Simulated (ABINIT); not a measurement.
**BN (Qingsongite): G0W0 with ABINIT, start to end**

How does a plane-wave GW calculation on BN (Qingsongite) run from the first input to the gap?

Calculated with ABINIT 10.8.3; LDA and many-body steps on it, plane waves.

### Step 1. Starting point

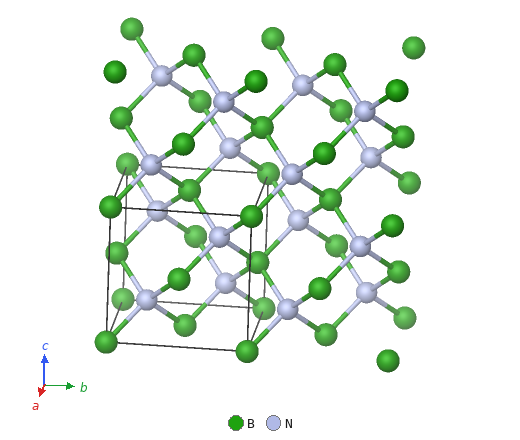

The cell as given, slightly off an axis (boron green, nitrogen light blue). 1×2×2 cells are drawn. This picture shows the conventional cell, with its axes. Bonds to atoms that aren't drawn are left out. Some periodic images of atoms are drawn too.

The cell and positions come from the Crystallography Open Database and are kept as given unless a step says otherwise.

### Step 2. Ground state

This step: ABINIT 10.8.3; DFT, LDA, plane waves, norm-conserving pseudopotentials.

The ground-state density comes first.

File run.abi:

```
acell 3*1.0 Angstrom
rprim 
  -0.000000000000 1.807500000000 1.807500000000
  1.807500000000 0.000000000000 1.807500000000
  1.807500000000 1.807500000000 -0.000000000000
ntypat 2
znucl 5 7
natom 2
typat 1 2
xred 
  0.000000000000 0.000000000000 0.000000000000
  0.250000000000 0.250000000000 0.250000000000
pp_dirpath "pseudos"
pseudos "B.upf, N.upf"
ecut 36
ngkpt 10 10 10
nshiftk 1
shiftk 0 0 0
kptopt 1
chksymbreak 0
nband 9
occopt 1
tolvrs 1e-10
nstep 60
prtwf 0
optforces 0
optstress 0
indata_prefix "in"
outdata_prefix "out"
tmpdata_prefix "tmp"
```

On the command line:

```sh
$ OMP_NUM_THREADS=1 mpirun -n 4 abinit run.abi > log
```

Numbers of over 12 decimals in the logs are rounded to 6 here.

The program printed:

```text
.Version 10.8.3 of ABINIT. v10.8.2 released Aug 2026.

 Symmetries : space group F-4 3 m (#216); Bravais cF (face-center cubic)
================================================================================
 Values of the parameters that define the memory need of the present run
     intxc =       0    ionmov =       0      iscf =       7    lmnmax =       4
     lnmax =       4     mgfft =      30  mpssoang =       2    mqgrid =    3001
     natom =       2  nloc_mem =       1    nspden =       1   nspinor =       1
    nsppol =       1      nsym =      24    n1xccc =    2501    ntypat =       2
    occopt =       1   xclevel =       1
-    mband =           9        mffmem =           1         mkmem =          12
       mpw =         845          nfft =       27000          nkpt =          47
================================================================================
  Rough estimation (10% accuracy) of disk space for files :
================================================================================

--------------------------------------------------------------------------------
------------- Echo of variables that govern the present computation ------------
--------------------------------------------------------------------------------
 -outvars: echo values of preprocessed input variables --------
            acell      1.8897261259E+00  1.8897261259E+00  1.8897261259E+00 Bohr

      chksymbreak           0
             ecut      3.60000000E+01 Hartree
-          fftalg         312

              ixc       -1012
              kpt      0.00000000E+00  0.00000000E+00  0.00000000E+00
                       1.00000000E-01  0.00000000E+00  0.00000000E+00
                       2.00000000E-01  0.00000000E+00  0.00000000E+00
                       3.00000000E-01  0.00000000E+00  0.00000000E+00
                       4.00000000E-01  0.00000000E+00  0.00000000E+00
                       5.00000000E-01  0.00000000E+00  0.00000000E+00
                       1.00000000E-01  1.00000000E-01  0.00000000E+00
                       2.00000000E-01  1.00000000E-01  0.00000000E+00
                       3.00000000E-01  1.00000000E-01  0.00000000E+00
   [... 36 further rows ...]
                      -3.00000000E-01  4.00000000E-01  2.00000000E-01
                      -3.00000000E-01  5.00000000E-01  2.00000000E-01
         kptrlatt       10    0    0      0   10    0      0    0   10
          kptrlen      4.83050094E+01
P           mkmem          12
            natom           2
            nband           9
            ngfft          30      30      30
             nkpt          47
            nstep          60
             nsym          24
           ntypat           2
              occ      2.000000  2.000000  2.000000  2.000000  0.000000  0.000000
[...]
optforces           0
        optstress           0
            prtwf           0
            rprim     -0.0000000000E+00  1.8075000000E+00  1.8075000000E+00
[...]
spgroup         216

           tolvrs      1.00000000E-10

             xred      0.0000000000E+00  0.0000000000E+00  0.0000000000E+00
[...]
znucl        5.00000    7.00000

================================================================================

 chkinp: Checking input parameters for consistency.

================================================================================
== DATASET  1 ==================================================================
-   mpi_nproc: 4, omp_nthreads: 1 (-1 if OMP is not activated)

--- !DatasetInfo
iteration_state: {dtset: 1, }
dimensions: {natom: 2, nkpt: 47, mband: 9, nsppol: 1, nspinor: 1, nspden: 1, mpw: 845, }
cutoff_energies: {ecut:  36.0, pawecutdg:  -1.0, }
electrons: {nelect:   8.00000000E+00, charge:   0.00000000E+00, occopt:   1.00000000E+00, tsmear:   1.00000000E-02, }

 Real(R)+Recip(G) space primitive vectors, cartesian coordinates (Bohr,Bohr^-1):
 R(1)=  0.0000000  3.4156800  3.4156800  G(1)= -0.1463837  0.1463837  0.1463837
 R(2)=  3.4156800  0.0000000  3.4156800  G(2)=  0.1463837 -0.1463837  0.1463837
 R(3)=  3.4156800  3.4156800  0.0000000  G(3)=  0.1463837  0.1463837 -0.1463837
 Unit cell volume ucvol=  7.9700586E+01 bohr^3
 Angles (23,13,12)=  6.00000000E+01  6.00000000E+01  6.00000000E+01 degrees

 getcut: wavevector=  0.0000  0.0000  0.0000  ngfft=  30  30  30
         ecut(hartree)=     36.000   => boxcut(ratio)=   2.30194

 getcut : COMMENT -
  Note that boxcut > 2.2 ; recall that boxcut=Gcut(box)/Gcut(sphere) = 2
  is sufficient for exact treatment of convolution.
  Such a large boxcut is a waste : you could raise ecut
  e.g. ecut=   47.690509 Hartrees makes boxcut=2

--- Pseudopotential description ------------------------------------------------
- B Generated using ONCVPSP code by D. R. Hamann
-  5.00000   3.00000  180309                  znucl, zion, pspdat
12 -1012 1 -1 1498                            pspcod,pspxc,lmax,lloc,mmax
     nproj     2     2
  pspatm : epsatm=    3.19369156
         --- l  ekb(1:nproj) -->
[...]
pspatm: atomic psp has been read  and splines computed

- N Generated using ONCVPSP code by D. R. Hamann
-  7.00000   5.00000  180309                  znucl, zion, pspdat
12 -1012 1 -1 1058                            pspcod,pspxc,lmax,lloc,mmax
     nproj     2     2
  pspatm : epsatm=    5.30777321
         --- l  ekb(1:nproj) -->
[...]
1   -4.361519   -1.032581
 pspatm: atomic psp has been read  and splines computed

   6.80117181E+01                                ecore*ucvol(ha*bohr**3)
--------------------------------------------------------------------------------

_setup2: Arith. and geom. avg. npw (full set) are     822.053     822.026

================================================================================

--- !BeginCycle
iteration_state: {dtset: 1, }
solver: {iscf: 7, nstep: 60, nline: 4, wfoptalg: 0, }
tolerances: {tolvrs: 1.00E-10, }

     iter   Etot(hartree)      deltaE(h)  residm     vres2
 ETOT  1  -13.373554539444    -1.337E+01 1.869E-01 1.738E+02
 ETOT  2  -13.391633272754    -1.808E-02 9.444E-03 1.256E+02
 ETOT  3  -13.425109141040    -3.348E-02 4.998E-03 7.355E-01
 ETOT  4  -13.425279588231    -1.704E-04 5.349E-03 1.834E-03
 ETOT  5  -13.425279820482    -2.323E-07 8.607E-04 3.082E-05
 ETOT  6  -13.425279826115    -5.633E-09 7.308E-04 1.019E-06
 ETOT  7  -13.425279826320    -2.047E-10 5.727E-04 1.030E-09
 ETOT  8  -13.425279826320    -1.599E-13 6.420E-04 5.655E-12

 At SCF step    8       vres2   =  5.66E-12 < tolvrs=  1.00E-10 =>converged.

--- !ResultsGS
iteration_state: {dtset: 1, }
comment   : Summary of ground state results
lattice_vectors:
- [ -0.0000000,   3.4156800,   3.4156800, ]
- [  3.4156800,   0.0000000,   3.4156800, ]
- [  3.4156800,   3.4156800,  -0.0000000, ]
lattice_lengths: [   4.83050,    4.83050,    4.83050, ]
lattice_angles: [ 60.000,  60.000,  60.000, ] # degrees, (23, 13, 12)
lattice_volume:   7.9700586E+01
convergence: {deltae: -1.599E-13, res2:  5.655E-12, residm:  6.420E-04, diffor:  0.000E+00, }
etotal    :  -1.34252798E+01
entropy   :   0.00000000E+00
fermie    :   2.94210603E-01
cartesian_stress_tensor: null
pressure_GPa: null
xred      :
- [  0.0000E+00,   0.0000E+00,   0.0000E+00,  B]
- [  2.5000E-01,   2.5000E-01,   2.5000E-01,  N]
cartesian_forces: null
force_length_stats: {min: null, max: null, mean: null, }

 Integrated electronic density in atomic spheres:
 ------------------------------------------------
 Atom  Sphere_radius  Integrated_density
    1        2.00000          3.31747834
    2        2.00000          5.72805975
================================================================================

 ----iterations are completed or convergence reached----

 Mean square residual over all n,k,spin=   26.307E-07; max=  64.199E-05
 reduced coordinates (array xred) for    2 atoms
       0.000000000000      0.000000000000      0.000000000000
       0.250000000000      0.250000000000      0.250000000000
 rms dE/dt=  0.0000E+00; max dE/dt=  0.0000E+00; dE/dt below (all hartree)
    1       0.000000000000      0.000000000000      0.000000000000
    2       0.000000000000      0.000000000000      0.000000000000

 cartesian coordinates (angstrom) at end:
    1      0.000000     0.000000     0.000000
    2      0.903750     0.903750     0.903750
 length scales=  1.889726125908  1.889726125908  1.889726125908 bohr
              =  1.000000000000  1.000000000000  1.000000000000 angstroms
 prteigrs : about to open file out_EIG
 Fermi (or HOMO) energy (hartree) =   0.29421   Average Vxc (hartree)=  -0.48548
 Eigenvalues (hartree) for nkpt=  47  k points:
 kpt#   1, nband=  9, wtk=  0.00100, kpt=  0.0000  0.0000  0.0000 (reduced coord)
  -0.44300    0.29421    0.29421    0.29421    0.61568    0.61568    0.61568    0.67793
   1.19366
 prteigrs : prtvol=0 or 1, do not print more k-points.

--- !EnergyTerms
iteration_state     : {dtset: 1, }
comment             : Components of total free energy in Hartree
kinetic             :  9.44478844231263E+00
hartree             :  1.77271654246147E+00
xc                  : -4.35042966599806E+00
Ewald energy        : -1.31703929426445E+01
psp_core            :  8.53340249781675E-01
local_psp           : -6.80784439827319E+00
non_local_psp       : -1.16745805396034E+00
total_energy        : -1.34252798263203E+01
total_energy_eV     : -3.65320474814379E+02
band_energy         :  5.51228754875518E-02

== END DATASET(S) ==============================================================
================================================================================

 -outvars: echo values of variables after computation  --------
           etotal     -1.3425279826E+01
            nband           9
             nkpt          47
          spgroup         216
 [... the other variables as echoed above ...]

 Calculation completed.
```

Run time: 4.9 s. Hardware: 4 MPI ranks of Arm Neoverse V1, shared host; peak memory 0.25 GiB; 19 s of CPU time.

This step gave:

```yaml
total_energy: -365.3205 eV
gap: 4.420 eV
k_of_the_valence_top: 0, 0, 0
k_of_the_conduction_bottom: 0.5, 0.5, 0
least_direct_gap: 8.748 eV
```

The gap is indirect, with the least direct gap 4.33 eV higher.

### Step 3. Bands along the symmetry lines

The cheap functional maps the bands first; the places of the edges decide which points the dearer methods must see.

File run.abi:

```
acell 3*1.0 Angstrom
rprim 
  -0.000000000000 1.807500000000 1.807500000000
  1.807500000000 0.000000000000 1.807500000000
  1.807500000000 1.807500000000 -0.000000000000
ntypat 2
znucl 5 7
natom 2
typat 1 2
xred 
  0.000000000000 0.000000000000 0.000000000000
  0.250000000000 0.250000000000 0.250000000000
pp_dirpath "pseudos"
pseudos "B.upf, N.upf"
ecut 36
iscf -2
irdden 1
kptopt 0
nkpt 50
kpt 
  0.00000000 0.00000000 0.00000000
  -0.06250000 -0.06250000 0.00000000
  -0.12500000 -0.12500000 0.00000000
  -0.18750000 -0.18750000 0.00000000
  -0.25000000 -0.25000000 0.00000000
  -0.31250000 -0.31250000 0.00000000
  -0.37500000 -0.37500000 0.00000000
  -0.43750000 -0.43750000 0.00000000
  -0.50000000 -0.50000000 0.00000000
  -0.48437500 -0.48437500 0.03125000
  -0.46875000 -0.46875000 0.06250000
  -0.45312500 -0.45312500 0.09375000
  -0.43750000 -0.43750000 0.12500000
  -0.42187500 -0.42187500 0.15625000
  -0.40625000 -0.40625000 0.18750000
  -0.39062500 -0.39062500 0.21875000
  -0.37500000 -0.37500000 0.25000000
  -0.37500000 0.00000000 0.37500000
  -0.32812500 0.00000000 0.32812500
  -0.28125000 0.00000000 0.28125000
  -0.23437500 0.00000000 0.23437500
  -0.18750000 0.00000000 0.18750000
  -0.14062500 0.00000000 0.14062500
  -0.09375000 0.00000000 0.09375000
  -0.04687500 0.00000000 0.04687500
  0.00000000 0.00000000 0.00000000
  0.00000000 0.00000000 0.06250000
  0.00000000 0.00000000 0.12500000
  0.00000000 0.00000000 0.18750000
  0.00000000 0.00000000 0.25000000
  0.00000000 0.00000000 0.31250000
  0.00000000 0.00000000 0.37500000
  0.00000000 0.00000000 0.43750000
  -0.00000000 -0.00000000 0.50000000
  -0.06250000 -0.03125000 0.46875000
  -0.12500000 -0.06250000 0.43750000
  -0.18750000 -0.09375000 0.40625000
  -0.25000000 -0.12500000 0.37500000
  -0.31250000 -0.15625000 0.34375000
  -0.37500000 -0.18750000 0.31250000
  -0.43750000 -0.21875000 0.28125000
  -0.50000000 -0.25000000 0.25000000
  -0.50000000 -0.28125000 0.21875000
  -0.50000000 -0.31250000 0.18750000
  -0.50000000 -0.34375000 0.15625000
  -0.50000000 -0.37500000 0.12500000
  -0.50000000 -0.40625000 0.09375000
  -0.50000000 -0.43750000 0.06250000
  -0.50000000 -0.46875000 0.03125000
  -0.50000000 -0.50000000 0.00000000
istwfk *1
nband 11
nbdbuf 2
tolwfr 1e-08
nstep 40
prtwf 0
prtvol 0
indata_prefix "in"
outdata_prefix "out"
tmpdata_prefix "tmp"
```

The program printed:

```text
.Version 10.8.3 of ABINIT. v10.8.2 released Aug 2026.

 Symmetries : space group F-4 3 m (#216); Bravais cF (face-center cubic)
[... echo of the input left out ...]
== DATASET  1 ==================================================================
-   mpi_nproc: 4, omp_nthreads: 1 (-1 if OMP is not activated)

--- !DatasetInfo
iteration_state: {dtset: 1, }
dimensions: {natom: 2, nkpt: 50, mband: 11, nsppol: 1, nspinor: 1, nspden: 1, mpw: 869, }
cutoff_energies: {ecut:  36.0, pawecutdg:  -1.0, }
electrons: {nelect:   8.00000000E+00, charge:   0.00000000E+00, occopt:   1.00000000E+00, tsmear:   1.00000000E-02, }

 Real(R)+Recip(G) space primitive vectors, cartesian coordinates (Bohr,Bohr^-1):
 R(1)=  0.0000000  3.4156800  3.4156800  G(1)= -0.1463837  0.1463837  0.1463837
 R(2)=  3.4156800  0.0000000  3.4156800  G(2)=  0.1463837 -0.1463837  0.1463837
 R(3)=  3.4156800  3.4156800  0.0000000  G(3)=  0.1463837  0.1463837 -0.1463837
 Unit cell volume ucvol=  7.9700586E+01 bohr^3
 Angles (23,13,12)=  6.00000000E+01  6.00000000E+01  6.00000000E+01 degrees

 getcut: wavevector=  0.0000  0.0000  0.0000  ngfft=  30  30  30
         ecut(hartree)=     36.000   => boxcut(ratio)=   2.30194

 getcut : COMMENT -
  Note that boxcut > 2.2 ; recall that boxcut=Gcut(box)/Gcut(sphere) = 2
  is sufficient for exact treatment of convolution.
  Such a large boxcut is a waste : you could raise ecut
  e.g. ecut=   47.690509 Hartrees makes boxcut=2

--- Pseudopotential description ------------------------------------------------
- B Generated using ONCVPSP code by D. R. Hamann
-  5.00000   3.00000  180309                  znucl, zion, pspdat
12 -1012 1 -1 1498                            pspcod,pspxc,lmax,lloc,mmax
     nproj     2     2
  pspatm : epsatm=    3.19369156
         --- l  ekb(1:nproj) -->
             0    8.437831    1.245441
             1   -3.670611   -0.766497
 pspatm: atomic psp has been read  and splines computed

- N Generated using ONCVPSP code by D. R. Hamann
-  7.00000   5.00000  180309                  znucl, zion, pspdat
12 -1012 1 -1 1058                            pspcod,pspxc,lmax,lloc,mmax
     nproj     2     2
  pspatm : epsatm=    5.30777321
         --- l  ekb(1:nproj) -->
             0    7.408032    0.617798
[...]
pspatm: atomic psp has been read  and splines computed

--------------------------------------------------------------------------------

================================================================================
 prteigrs : about to open file out_EIG
 Non-SCF case, kpt    1 (  0.00000  0.00000  0.00000), residuals and eigenvalues=
  3.45E-09  1.57E-09  3.38E-09  4.72E-09  1.44E-09  2.62E-09  5.34E-09  7.21E-09
[...]
-4.4300E-01  2.9421E-01  2.9421E-01  2.9421E-01  6.1568E-01  6.1568E-01
  6.1568E-01  6.7793E-01  1.1937E+00  1.3299E+00  1.3303E+00
[...]
2.23E-09  5.37E-10  7.67E-10  4.38E-09  4.19E-09  3.48E-09  5.05E-09  6.50E-09
[...]
-4.2437E-01  2.4954E-01  2.5311E-01  2.5311E-01  5.9149E-01  6.7162E-01
  6.7162E-01  7.1887E-01  1.0590E+00  1.2391E+00  1.3585E+00
[...]
Non-SCF case, kpt   49 ( -0.50000 -0.46875  0.03125), residuals and eigenvalues=
[...]
-2.3425E-01 -3.1224E-02  1.1029E-01  1.1091E-01  4.6209E-01  6.3842E-01
  9.4057E-01  9.4370E-01  1.0445E+00  1.2817E+00  1.5206E+00
 Non-SCF case, kpt   50 ( -0.50000 -0.50000  0.00000), residuals and eigenvalues=
[...]
-2.3467E-01 -3.2205E-02  1.1301E-01  1.1301E-01  4.5664E-01  6.3432E-01
  9.4437E-01  9.4437E-01  1.0467E+00  1.2848E+00  1.5303E+00

--- !ResultsGS
iteration_state: {dtset: 1, }
comment   : Summary of ground state results
lattice_vectors:
- [ -0.0000000,   3.4156800,   3.4156800, ]
- [  3.4156800,   0.0000000,   3.4156800, ]
- [  3.4156800,   3.4156800,  -0.0000000, ]
lattice_lengths: [   4.83050,    4.83050,    4.83050, ]
lattice_angles: [ 60.000,  60.000,  60.000, ] # degrees, (23, 13, 12)
lattice_volume:   7.9700586E+01
convergence: {deltae:  0.000E+00, res2:  0.000E+00, residm:  9.986E-09, diffor:  0.000E+00, }
etotal    :  -1.34252798E+01
entropy   :   0.00000000E+00
fermie    :   2.94210603E-01
cartesian_stress_tensor: null
pressure_GPa: null
xred      :
- [  0.0000E+00,   0.0000E+00,   0.0000E+00,  B]
- [  2.5000E-01,   2.5000E-01,   2.5000E-01,  N]
cartesian_forces: null
force_length_stats: {min: null, max: null, mean: null, }

 Integrated electronic density in atomic spheres:
 ------------------------------------------------
 Atom  Sphere_radius  Integrated_density
[...]
================================================================================

 ----iterations are completed or convergence reached----

 Mean square residual over all n,k,spin=   41.460E-10; max=  99.855E-10
 reduced coordinates (array xred) for    2 atoms
[...]
cartesian coordinates (angstrom) at end:
    1      0.000000     0.000000     0.000000
    2      0.903750     0.903750     0.903750
 length scales=  1.889726125908  1.889726125908  1.889726125908 bohr
              =  1.000000000000  1.000000000000  1.000000000000 angstroms
 prteigrs : about to open file out_EIG
 Eigenvalues (hartree) for nkpt=  50  k points:
 kpt#   1, nband= 11, wtk=  1.00000, kpt=  0.0000  0.0000  0.0000 (reduced coord)
[...]
kpt#   2, nband= 11, wtk=  1.00000, kpt= -0.0625 -0.0625  0.0000 (reduced coord)
[...]
kpt#   3, nband= 11, wtk=  1.00000, kpt= -0.1250 -0.1250  0.0000 (reduced coord)
[...]
kpt#  49, nband= 11, wtk=  1.00000, kpt= -0.5000 -0.4687  0.0313 (reduced coord)
  -0.23425   -0.03122    0.11029    0.11091    0.46209    0.63842    0.94057    0.94370
   1.04447    1.28171    1.52061
 kpt#  50, nband= 11, wtk=  1.00000, kpt= -0.5000 -0.5000  0.0000 (reduced coord)
  -0.23467   -0.03220    0.11301    0.11301    0.45664    0.63432    0.94437    0.94437
   1.04666    1.28481    1.53025

== END DATASET(S) ==============================================================
================================================================================

 -outvars: echo values of variables after computation  --------
            nband          11
             nkpt          50
          spgroup         216
 [... the other variables as echoed above ...]

 Calculation completed.
```

Elapsed: 3.7 s, on 4 MPI ranks; peak memory 0.23 GiB; 15 s of CPU time.

This step gave:

```
gap                        : 4.420 eV
k of the valence top       : 0, 0, 0
k of the conduction bottom : -0.5, -0.5, 0
least direct gap           : 8.748 eV
```

The gap is 4.420 eV, as in the run before at this level.

The electronic bands at the labelled points (eV, zero at the top of the highest filled band; v1 is the highest filled band, c1 the lowest empty one):

```tsv
point	v4	v3	v2	v1	c1	c2	c3	c4
Γ	-20.06	0.00	0.00	0.00	8.75	8.75	8.75	10.44
X	-14.39	-8.88	-4.93	-4.93	4.42	9.25	17.69	17.69
U	-14.29	-8.07	-7.73	-4.10	6.87	12.84	15.66	16.53
jump to K	-14.29	-8.07	-7.73	-4.10	6.87	12.84	15.66	16.53
Γ	-20.06	0.00	0.00	0.00	8.75	8.75	8.75	10.44
L	-15.77	-10.71	-1.95	-1.95	10.27	10.64	10.64	15.01
W	-14.06	-7.51	-7.02	-6.56	9.48	13.27	14.36	14.68
X	-14.39	-8.88	-4.93	-4.93	4.42	9.25	17.69	17.69
```

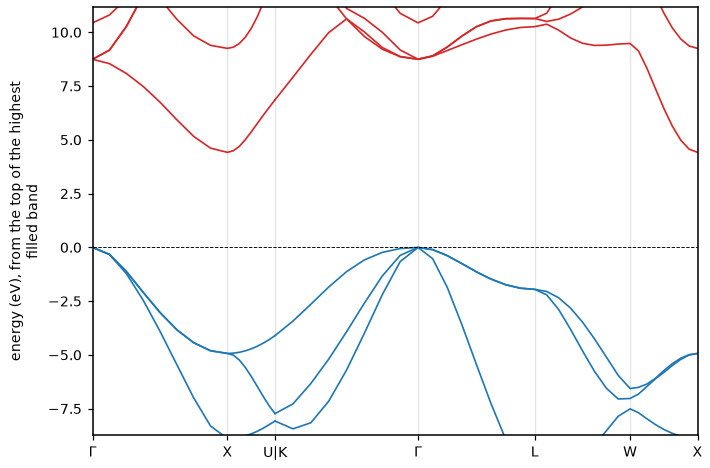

Electronic bands along the path; lines of filled and empty bands in two colours.

(Continued in part 2 of 2.)

[Paths, hosts, dates, memory and timing lines, banners, echoed tables and standing remarks are left out of the program output.]

[Logs are printed without paths, hosts, clocks, repeated set-up lines and the standing remarks that a program may print on its own settings, such as how far it seeks lower states.]

[Runs of the session that timed out or met a known fault of the program may be left out.]

[Hosts, paths, dates, database ids (printed as entryN), source tags and the programs' standing remarks are cut or masked in the printed files.]

[G0W0 gaps are taken among the corrected bands and points alone; a level outside them can change the order at an edge.]

[Where Ansatz stands beside ABINIT at settings called matched, ABINIT's density can come from a denser mesh and the files from another edition; pairs whose starting gaps differed by over 0.03 eV were left out, so agreement reads better than it is.]
